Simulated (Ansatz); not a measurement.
# MoH2, from a guessed structure to a relaxed one

Starting from a made-up structure for MoH2, the aim is the relaxed cell, its shortest contacts and, where a second run follows, its electronic structure.

Main program and level: Ansatz 0.2.0; DFT, r2SCAN, plane-wave PAW, files of the set soft_1, scalar-relativistic, no spin, cell and ions relaxed at zero pressure; PAW set soft_1.

**1. Starting point**

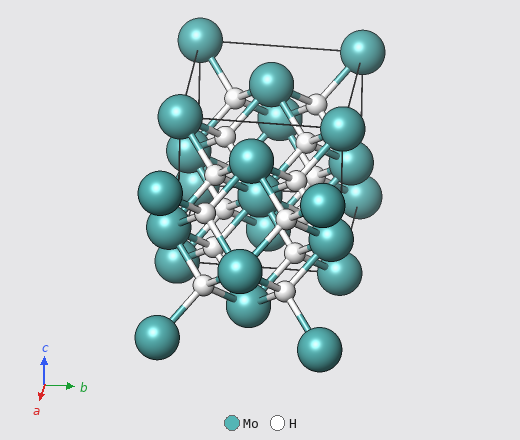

The cell as given, slightly off an axis (molybdenum teal, hydrogen white). 2×1×1 cells are drawn. This picture shows the conventional cell, with its axes. Some periodic images of atoms are drawn too.

**2. Relaxation of the guess**

The guess takes its coordinates from another compound and its volume from a rule, so the cell and any free coordinates are relaxed together.

input.yaml reads:

```yaml
crystal:
  lattice:
    - [0.0, 2.24, 2.24]
    - [2.24, 0.0, 2.24]
    - [2.24, 2.24, 0.0]
  atoms:
    - { symbol: Mo, position: [0.0, 0.0, 0.0] }
    - { symbol: H, position: [0.75, 0.75, 0.75] }
    - { symbol: H, position: [0.25, 0.25, 0.25] }
kpoints:
  mp_grid: { grid: [10, 10, 10] }
scf:
  occupations: { method: fermi_dirac, width: 0.05 }
hamiltonian:
  xc: r2scan
  pseudopotentials: { kind: paw, azcp: { folder: soft_1 } }
relax:
  f_tol: 0.015
  max_steps: 70
  cell: {}
output:
  forces: true
  stress: true
```

The run is started by

```console
> ansatz run input.yaml --threads 4 --pin off --max-ram 8192MiB --backend cpu --events-out ev --progress --plain --runs-dir out
```

Numbers of over 12 decimals in the logs are rounded to 6 here.

The program printed:

```text
Engine: ansatz 0.2.0, aarch64-unknown-linux-gnu
Pseudopotentials: kind: paw
Pseudopotential: Mo, paw, valence charge 14, recommended cutoff 500 eV (meta_gga), soft_1/Mo.paw.azcp
Pseudopotential: H, paw, valence charge 1, recommended cutoff 500 eV (meta_gga), soft_1/H.paw.azcp
Functional definition: r2SCAN
  parameter k0 = 0.174
  parameter k1 = 0.065
  parameter a1 = 4.9479
  exchange = r2scan_x(k0 = k0, k1 = k1, a1 = a1)
  correlation = r2scan_c
Crystal: 3 atoms, lattice volume = 22.479 Å³
Basis set: ecut = 500 eV, 537 PW (Γ), exchange–correlation on 96×96×96 points (64 copies of the dense FFT grid, shifted against one another)
Bands: 12, of which v1, the nominal top of the filled ones, is band 8 counted from 1 (7 counted from 0)
Symmetry: 48 space group operations
Space group: Fm-3m (ITA 225), of the structure as read, at distance tolerance 2.8e-5 Å
k-points: 47 of 1000
Non-local potential: Mo, projectors of the file, l = 0: 3, l = 1: 2, l = 2: 2, l = 3: 1
Non-local potential: H, projectors of the file, l = 0: 2, l = 1: 1
PAW form: soft (Blöchl's): semilocal exchange-correlation on the pseudo side does not see the compensation charge
PAW frozen core: Mo, regenerated for the run's functional (the file was generated under x = pbe(κ = 0.804, μ = 0.219515), c = pbe(β = 0.066725))
PAW one-centre angular grid: Mo, 590 points (default); XC on 160 Gauss nodes
PAW one-centre angular grid: H, 302 points (default); XC on 160 Gauss nodes
Initial density: superposition of atomic densities (chi_scale 0.1, normalization cell, long waves kept (reshape's long-wave potential 0.00 eV rms))
Initial wavefunctions: pseudopotential atomic-orbital guess
Functional: x = r2scan, c = r2scan; τ floored in thin density (d = 2e-4 eV/Å³)
SCF iter   1: F=—  HF=-5000.469262 eV  |F-HF|=—  |Δ(HF+E_count)|=         —  Δρ=1.22e-1  dr2=3.82e0  dr2_τ=1.39e-1  ethr=3.10e-3  ⟨swp⟩=5.5  Hψ=3114  notcnv=0
preconditioner: auto → none  [metal: Δε(μ)=0.069 eV  Ē_g=9.501 eV  σ=0.050 eV  W_gap=0.33  n_scr=8 (ndim 8)  ℏωp=22.2 eV  f_vac=0.000  D(μ)=1.61/eV (n_scr^D=14)  sad-step TF]
SCF iter   2: F=—  HF=-4999.466880 eV  |F-HF|=—  |Δ(HF+E_count)|=    1.00e0  Δρ=5.90e-2  dr2=8.37e-1  dr2_τ=4.01e-2  ethr=3.10e-3  ⟨swp⟩=2.9  Hψ=1449  notcnv=0  defer=2
SCF iter   3: F=—  HF=-4999.235430 eV  |F-HF|=—  |Δ(HF+E_count)|=   2.31e-1  Δρ=6.96e-3  dr2=3.33e-3  dr2_τ=1.12e-3  ethr=3.10e-3  ⟨swp⟩=2.4  Hψ=1009  notcnv=0  defer=2
SCF iter   4: F=—  HF=-4999.242893 eV  |F-HF|=—  |Δ(HF+E_count)|=   7.46e-3  Δρ=2.18e-3  dr2=6.73e-4  dr2_τ=1.80e-4  ethr=2.08e-5  ⟨swp⟩=2.2  Hψ=1428  notcnv=0  defer=1
SCF iter   5: F=—  HF=-4999.242967 eV  |F-HF|=—  |Δ(HF+E_count)|=   7.37e-5  Δρ=3.41e-4  dr2=1.54e-5  dr2_τ=8.89e-7  ethr=4.20e-6  ⟨swp⟩=2.1  Hψ=873  notcnv=0  defer=1
SCF iter   6: F=—  HF=-4999.242976 eV  |F-HF|=—  |Δ(HF+E_count)|=   8.70e-6  Δρ=6.84e-5  dr2=5.71e-7  dr2_τ=6.72e-8  ethr=9.63e-8  ⟨swp⟩=2.5  Hψ=961  notcnv=0  defer=1
SCF iter   7: F=-4999.242976 eV  HF=-4999.242976 eV  |F-HF|=1.07e-8  |Δ(HF+E_count)|=   1.34e-7  Δρ=1.14e-5  dr2=2.16e-8  dr2_τ=4.72e-9  ethr=6.25e-10  ⟨swp⟩=5.0  Hψ=2032  notcnv=0
SCF 1 converged in 7 iterations: F = -4999.242976 eV  dr2 = 2.16e-8
  greatest PAW one-centre occupation: 0.999 electrons in one spin orbital (limit 2), on the Mo atom at site 0 (counted from 0), in its partial waves of l = 0
relax step   1: F+E_penalty+E_count = -4999.24297590 eV  Δ(F+E_penalty+E_count) = +0.000e0 eV  max|allowed force component| = 2.192e-18 eV/Å  Δτ_max = 0.0000 Å  P = -11.027 GPa  Ω = 22.479 Å³  (7 SCF iters, dr2 threshold 1.00e-7 eV, accepted)
Crystal: 3 atoms, lattice volume = 19.812 Å³
Basis set: ecut = 500 eV, 531 PW (Γ), exchange–correlation on 96×96×96 points (64 copies of the dense FFT grid, shifted against one another)
Initial density: handed on by an earlier stage of this run
Initial wavefunctions: those handed on with the density
iter 1 solved again at ethr=2.13e-4 eV; its pass at ethr=3.10e-3 eV (dr2=3.41e-2 eV) is discarded
SCF iter   1: F=—  HF=-4998.930955 eV  |F-HF|=—  |Δ(HF+E_count)|=         —  Δρ=1.46e-2  dr2=3.43e-2  dr2_τ=2.33e-1  ethr=2.13e-4  ⟨swp⟩=1.0  Hψ=4070  notcnv=0
preconditioner: auto → none  [metal: Δε(μ)=0.037 eV  Ē_g=10.054 eV  σ=0.050 eV  W_gap=0.18  n_scr=8 (ndim 8)  ℏωp=23.6 eV  f_vac=0.000  D(μ)=1.86/eV (n_scr^D=14)]
SCF iter   2: F=—  HF=-4999.214729 eV  |F-HF|=—  |Δ(HF+E_count)|=   2.84e-1  Δρ=6.94e-3  dr2=5.34e-3  dr2_τ=1.01e-3  ethr=2.13e-4  ⟨swp⟩=2.1  Hψ=1131  notcnv=0
SCF iter   3: F=—  HF=-4999.214624 eV  |F-HF|=—  |Δ(HF+E_count)|=   1.05e-4  Δρ=2.71e-3  dr2=7.12e-4  dr2_τ=9.35e-5  ethr=3.34e-5  ⟨swp⟩=2.0  Hψ=830  notcnv=0
SCF iter   4: F=—  HF=-4999.214879 eV  |F-HF|=—  |Δ(HF+E_count)|=   2.55e-4  Δρ=4.15e-4  dr2=1.02e-5  dr2_τ=1.64e-6  ethr=4.45e-6  ⟨swp⟩=2.8  Hψ=921  notcnv=0
SCF iter   5: F=—  HF=-4999.214889 eV  |F-HF|=—  |Δ(HF+E_count)|=   9.97e-6  Δρ=1.32e-4  dr2=1.18e-6  dr2_τ=2.05e-7  ethr=6.41e-8  ⟨swp⟩=2.3  Hψ=879  notcnv=0
SCF iter   6: F=-4999.214891 eV  HF=-4999.214890 eV  |F-HF|=1.07e-7  |Δ(HF+E_count)|=   1.53e-6  Δρ=3.94e-5  dr2=1.04e-7  dr2_τ=1.66e-8  ethr=1.87e-9  ⟨swp⟩=4.9  Hψ=1988  notcnv=0
SCF 2 converged in 6 iterations: F = -4999.214891 eV  dr2 = 1.04e-7
relax step   2: F+E_penalty+E_count = -4999.21489053 eV  Δ(F+E_penalty+E_count) = +2.809e-2 eV  max|allowed force component| = 1.927e-18 eV/Å  Δτ_max = 0.0000 Å  P = +17.613 GPa  Ω = 19.812 Å³  energy of the carried Pulay correction = +9.313e-4 eV  (6 SCF iters, dr2 threshold 3.00e-7 eV, rejected (line search))
Crystal: 3 atoms, lattice volume = 21.371 Å³
iter 1 solved again at ethr=9.34e-5 eV; its pass at ethr=3.10e-3 eV (dr2=1.49e-2 eV) is discarded
SCF iter   1: F=—  HF=-4999.134480 eV  |F-HF|=—  |Δ(HF+E_count)|=         —  Δρ=8.48e-3  dr2=1.50e-2  dr2_τ=9.16e-2  ethr=9.34e-5  ⟨swp⟩=1.0  Hψ=4094  notcnv=0
preconditioner: auto → none  [metal: Δε(μ)=0.022 eV  Ē_g=9.196 eV  σ=0.050 eV  W_gap=0.11  n_scr=8 (ndim 8)  ℏωp=22.7 eV  f_vac=0.000  D(μ)=1.90/eV (n_scr^D=14)]
SCF iter   2: F=—  HF=-4999.288371 eV  |F-HF|=—  |Δ(HF+E_count)|=   1.54e-1  Δρ=5.67e-3  dr2=4.45e-3  dr2_τ=9.70e-4  ethr=9.34e-5  ⟨swp⟩=2.0  Hψ=1130  notcnv=0
SCF iter   3: F=—  HF=-4999.287527 eV  |F-HF|=—  |Δ(HF+E_count)|=   8.43e-4  Δρ=2.66e-3  dr2=8.36e-4  dr2_τ=6.47e-5  ethr=2.78e-5  ⟨swp⟩=2.3  Hψ=839  notcnv=0
SCF iter   4: F=—  HF=-4999.287627 eV  |F-HF|=—  |Δ(HF+E_count)|=   9.97e-5  Δρ=5.86e-4  dr2=4.83e-5  dr2_τ=2.02e-6  ethr=5.22e-6  ⟨swp⟩=3.0  Hψ=1029  notcnv=0
SCF iter   5: F=—  HF=-4999.287613 eV  |F-HF|=—  |Δ(HF+E_count)|=   1.37e-5  Δρ=1.08e-4  dr2=8.25e-7  dr2_τ=1.25e-7  ethr=3.02e-7  ⟨swp⟩=2.9  Hψ=952  notcnv=0
SCF iter   6: F=—  HF=-4999.287614 eV  |F-HF|=—  |Δ(HF+E_count)|=   2.99e-7  Δρ=4.57e-5  dr2=2.00e-7  dr2_τ=1.26e-8  ethr=5.16e-9  ⟨swp⟩=2.7  Hψ=885  notcnv=0
SCF iter   7: F=—  HF=-4999.287614 eV  |F-HF|=—  |Δ(HF+E_count)|=   7.04e-8  Δρ=8.75e-6  dr2=9.38e-9  dr2_τ=4.30e-10  ethr=1.25e-9  ⟨swp⟩=2.5  Hψ=931  notcnv=0
SCF iter   8: F=—  HF=-4999.287614 eV  |F-HF|=—  |Δ(HF+E_count)|=    0.00e0  Δρ=2.71e-6  dr2=9.45e-10  dr2_τ=4.86e-11  ethr=5.86e-11  ⟨swp⟩=1.9  Hψ=751  notcnv=0
SCF iter   9: F=-4999.287614 eV  HF=-4999.287614 eV  |F-HF|=0.00e0  |Δ(HF+E_count)|=  3.00e-11  Δρ=1.91e-7  dr2=3.89e-12  dr2_τ=2.26e-13  ethr=1.00e-12  ⟨swp⟩=4.3  Hψ=2732  notcnv=0
SCF 3 converged in 9 iterations: F = -4999.287614 eV  dr2 = 3.89e-12
relax step   3: F+E_penalty+E_count = -4999.28761365 eV  Δ(F+E_penalty+E_count) = -4.464e-2 eV  max|allowed force component| = 4.048e-18 eV/Å  Δτ_max = 0.0000 Å  P = -1.344 GPa  Ω = 21.371 Å³  energy of the carried Pulay correction = +3.729e-4 eV  (9 SCF iters, accepted)
Crystal: 3 atoms, lattice volume = 21.241 Å³
iter 1 solved again at ethr=5.78e-7 eV; its pass at ethr=3.10e-3 eV (dr2=9.25e-5 eV) is discarded
SCF iter   1: F=—  HF=-4999.287223 eV  |F-HF|=—  |Δ(HF+E_count)|=         —  Δρ=6.77e-4  dr2=9.22e-5  dr2_τ=5.61e-4  ethr=5.78e-7  ⟨swp⟩=2.0  Hψ=3673  notcnv=0
preconditioner: auto → none  [metal: Δε(μ)=0.025 eV  Ē_g=9.350 eV  σ=0.050 eV  W_gap=0.12  n_scr=8 (ndim 8)  ℏωp=22.8 eV  f_vac=0.000  D(μ)=1.89/eV (n_scr^D=14)]
SCF iter   2: F=—  HF=-4999.288220 eV  |F-HF|=—  |Δ(HF+E_count)|=   9.97e-4  Δρ=4.09e-4  dr2=2.25e-5  dr2_τ=4.71e-6  ethr=5.76e-7  ⟨swp⟩=2.0  Hψ=946  notcnv=0
SCF iter   3: F=—  HF=-4999.288217 eV  |F-HF|=—  |Δ(HF+E_count)|=   3.30e-6  Δρ=1.83e-4  dr2=3.87e-6  dr2_τ=3.63e-7  ethr=1.41e-7  ⟨swp⟩=2.4  Hψ=867  notcnv=0
SCF iter   4: F=-4999.288218 eV  HF=-4999.288218 eV  |F-HF|=2.07e-8  |Δ(HF+E_count)|=   7.17e-7  Δρ=2.94e-5  dr2=1.02e-7  dr2_τ=4.80e-9  ethr=1.87e-9  ⟨swp⟩=3.0  Hψ=2336  notcnv=0
SCF 4 converged in 4 iterations: F = -4999.288218 eV  dr2 = 1.02e-7
relax step   4: F+E_penalty+E_count = -4999.28821760 eV  Δ(F+E_penalty+E_count) = -6.039e-4 eV  max|allowed force component| = 2.747e-18 eV/Å  Δτ_max = 0.0000 Å  P = -0.023 GPa  Ω = 21.241 Å³  energy of the carried Pulay correction = +4.181e-4 eV  (4 SCF iters, dr2 threshold 3.00e-7 eV, accepted)
Initial wavefunctions: pseudopotential atomic-orbital guess (no wavefunctions were taken with the density)
iter 1 solved again at ethr=1.26e-8 eV; its pass at ethr=3.10e-3 eV (dr2=2.01e-6 eV) is discarded
SCF iter   1: F=—  HF=-4999.287834 eV  |F-HF|=—  |Δ(HF+E_count)|=         —  Δρ=1.12e-4  dr2=3.60e-7  dr2_τ=2.74e-6  ethr=1.26e-8  ⟨swp⟩=3.3  Hψ=4939  notcnv=0
preconditioner: auto → none  [metal: Δε(μ)=0.027 eV  Ē_g=9.343 eV  σ=0.050 eV  W_gap=0.13  n_scr=8 (ndim 8)  ℏωp=22.8 eV  f_vac=0.000  D(μ)=1.89/eV (n_scr^D=14)]
SCF iter   2: F=—  HF=-4999.287835 eV  |F-HF|=—  |Δ(HF+E_count)|=   8.59e-7  Δρ=5.48e-5  dr2=7.82e-8  dr2_τ=6.48e-8  ethr=2.25e-9  ⟨swp⟩=3.0  Hψ=1024  notcnv=0
SCF iter   3: F=—  HF=-4999.287835 eV  |F-HF|=—  |Δ(HF+E_count)|=   1.83e-7  Δρ=4.15e-6  dr2=6.34e-10  dr2_τ=3.15e-10  ethr=4.88e-10  ⟨swp⟩=2.0  Hψ=755  notcnv=0
SCF iter   4: F=—  HF=-4999.287835 eV  |F-HF|=—  |Δ(HF+E_count)|=   3.05e-9  Δρ=1.15e-6  dr2=1.03e-10  dr2_τ=3.14e-11  ethr=1.00e-12  ⟨swp⟩=6.6  Hψ=2571  notcnv=0
SCF iter   5: F=-4999.287835 eV  HF=-4999.287835 eV  |F-HF|=9.09e-12  |Δ(HF+E_count)|=  1.46e-10  Δρ=4.49e-7  dr2=2.75e-11  dr2_τ=5.14e-12  ethr=1.00e-12  ⟨swp⟩=6.0  Hψ=2415  notcnv=0
SCF 5 converged in 5 iterations: F = -4999.287835 eV  dr2 = 2.75e-11
relax step   5: F+E_penalty+E_count = -4999.28783522 eV  Δ(F+E_penalty+E_count) = +3.824e-4 eV  max|allowed force component| = 3.734e-18 eV/Å  Δτ_max = 0.0000 Å  P = -0.031 GPa  Ω = 21.241 Å³  stress off target by 3.06e-2 GPa  SCF on the basis re-selected at this cell (its energy is not comparable with the rows above)  (5 SCF iters)
basis re-selected at this cell: Δ(F+E_penalty+E_count) = +3.824e-4 eV, ΔP = -0.008 GPa vs the last step (what re-selecting the basis moved, of the pressure what is left beyond the Pulay correction that the steps carried, after the strain that the cell walked since its last selection, with what the two solves' SCF thresholds leave and, on support functions, any second-order correction that the steps lacked; it is no m [...]
SCF converged after 5 iterations
Free energy (F): -4999.287835 eV
Harris-Foulkes:  -4999.287835 eV  (|F-HF|=9.09e-12)
Internal energy: -4999.273136 eV  (E = F + TS)
E sigma→0 (E₀):  -4999.280485 eV
Entropy (-TS):   -0.014700 eV (-4.900 meV/atom)
Fermi energy:    16.729235 eV
--- Per-component energies (eV) ---
  E_band       = -117.000596
  E_kinetic    = 450.673460
  E_local      = -933.202132  (includes V_loc(G=0)·N_el)
  E_nonlocal   = 150.716453
  E_hartree    = 316.094329
  E_xc         = -189.471298
  E_vxc        = -271.626899  (∫ρ·V_xc dr)
  E_paw        = -3230.008263  (= ΣΔE_a)
  E_vpaw       = -163.352175  (= ΣTr[D̂ρ^β])
  E_aug_tail   = -0.000205  (compensation charges beyond the density's cutoff)
  E_vtau       = 17.602406  (kinetic-family band-sum trace: ∫τ·v_τ [+ j·A + Jᵃ·Aᵃ] dr)
  E_ewald      = -1563.854279
  E_core_change = -0.221201  (= ΣΔE_core)
  E_smearing   = -0.014700  (= −TS)
  E_closure    = -0.000000  (closes the sum)
  Σ components = -4999.287835   (vs F -4999.287835, Δ=0.00e0)
--- Forces (eV/Å), atoms counted from 1 ---
  atom   1  Mo    -0.00000000     0.00000000     0.00000000
  atom   2  H      0.00000000    -0.00000000     0.00000000
  atom   3  H      0.00000000     0.00000000    -0.00000000
  max |Σ_I F_I| component: 1.73e-18 eV/Å
--- Stress (GPa, compression-positive) ---
       -0.030647      -0.000000      -0.000000
       -0.000000      -0.030647      -0.000000
       -0.000000      -0.000000      -0.030647
  P = ⅓ Tr σ = -0.0306 GPa (-0.306 kbar)
--- Relaxed structure (4 steps of the walk, 3 accepted, 1 SCFs on fresh bases) ---
  F+E_penalty+E_count = -4999.28783522 eV   max|allowed force component| = 3.734e-18 eV/Å   (the final SCF, on the basis selected at the relaxed cell)
  cell:  # Å, volume = 21.2411 Å³
    - [0, 2.198109, 2.198109]
    - [2.198109, 0, 2.198109]
    - [2.198109, 2.198109, 0]
  atoms:
    - { symbol: Mo, position: [0, 0, 0] }
    - { symbol: H, position: [0.75, 0.75, 0.75] }
    - { symbol: H, position: [0.250000, 0.250000, 0.250000] }
```

The job ended after 2.3 s (4 threads of Arm Neoverse V2, shared host; peak memory 0.5 GiB; 7.7 s of CPU time).

Relaxation path:

| step | energy less that of the first step (eV) | largest force component (eV/Å) | pressure (GPa) | volume (Å³) |
| --- | --- | --- | --- | --- |
| 1 | 0.0000 | 0.0000 | -11.03 | 22.48 |
| 2 | 0.0281 | 0.0000 | 17.61 | 19.81 |
| 3 | -0.0446 | 0.0000 | -1.34 | 21.37 |
| 4 | -0.0452 | 0.0000 | -0.02 | 21.24 |
| 5* | -0.0449 | 0.0000 | -0.03 | 21.24 |

Relaxation steps marked * repeat the geometry before them on a plane-wave basis chosen anew for their cell, so energy and pressure can jump there. Relaxation step 2 was tried and not accepted.

Forces are held to the 48 operations that the run works with; a distortion that breaks them can't arise in this run.

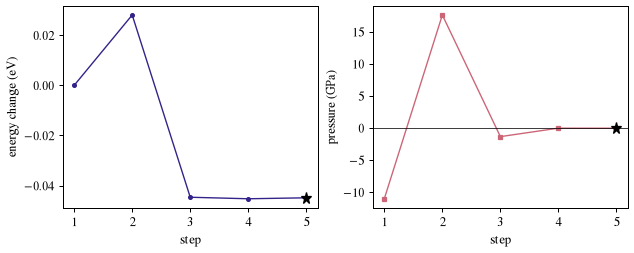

Energy and pressure along the relaxation. Stars mark steps on a basis chosen anew.

```
conventional cell, symmetrised  before  after  change
                         a (Å)   4.480  4.396  -1.9 %
                         b (Å)   4.480  4.396  -1.9 %
                         c (Å)   4.480  4.396  -1.9 %
              volume (Å³/atom)    7.49   7.08  -5.5 %
```

The relaxed structure:

```xyz
3
Lattice="0.0000 2.1981 2.1981 2.1981 0.0000 2.1981 2.1981 2.1981 0.0000" Properties=species:S:1:pos:R:3 pbc="T T T"
Mo    0.0000    0.0000    0.0000
H     3.2972    3.2972    3.2972
H     1.0991    1.0991    1.0991
```

This step gave:

| Property | Result |
| --- | --- |
| free energy | -4999.2878 eV |
| energy at zero smearing | -4999.2805 eV |
| smearing term TS | 0.01470 eV |
| Fermi energy | 16.73 eV |
| electrons | 16 |
| symmetry operations | 48 |
| pressure | -0.03065 GPa |

Shortest distances by pair of elements, guess and relaxed (not always the same contact):

```
 pair  guess (Å)  relaxed (Å)
 H–Mo      1.940        1.904
  H–H      2.240        2.198
Mo–Mo      3.168        3.109
```

The relaxation ends with a pressure of -0.03 GPa.

**3. Summary of results**

| Property | Result |
| --- | --- |
| space group, relaxed | Fm-3m |
| conventional cell | a = 4.396, b = 4.396, c = 4.396 Å; α = 90.0°, β = 90.0°, γ = 90.0° |
| volume per atom | 7.08 Å³ (guess 7.49) |

**Reading.** MoH2 relaxes to Fm-3m with a = 4.396, b = 4.396 and c = 4.396 Å. The guessed volume was 6 % too large. The space group Fm-3m was held in the relaxation, so the end point is a stationary structure within it and may be a saddle against distortions or other arrangements. Mesh and cutoff weren't tested. No dispersion term is used, so weakly bound directions may come out too long. The runs have no spin, and magnetism wasn't tested. Nothing here tests whether the compound is stable against decomposition.

[Logs are printed without paths, hosts, clocks, repeated set-up lines and the standing remarks that a program may print on its own settings, such as how far it seeks lower states.]

[Hosts, paths, dates, database ids (printed as entryN), source tags and the programs' standing remarks are cut or masked in the printed files.]
